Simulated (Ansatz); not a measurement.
```xyz
4

Cu   -1.1676   -1.3725   -0.8337
Cu    1.1677    1.3725    0.8333
Cu    0.7585   -0.1035   -0.8928
Cu   -0.7587    0.1034    0.8931
```

Geometry: r2SCAN-D4/def2-SVPD; the highest occupied orbital lies above zero, a sign that basis and functional describe the outermost electron poorly.

Theory: UKS PBE0-D4/def2-TZVPD (Ansatz 0.2.0).

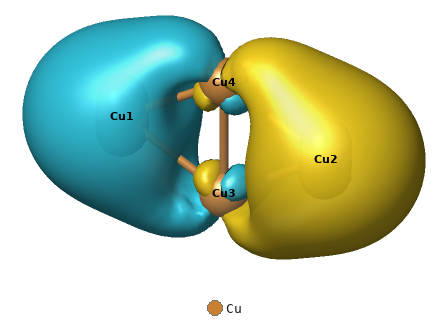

Cu4 (charge −1, doublet). The HOMO−1 (α) at ±0.08 Å⁻³ᐟ² (yellow and cyan are the two phases), seen at a tilt.

Question: Describe this orbital and give its energy.

Answer: It lies mainly on Cu1 (about 35 %), Cu2 (about 35 %), Cu3 (about 15 %) and Cu4 (about 15 %); it is symmetric in the molecular plane (an in-plane orbital: σ, lone-pair or in-plane π type); it is ungerade (odd under inversion). Its energy is −0.73 eV.
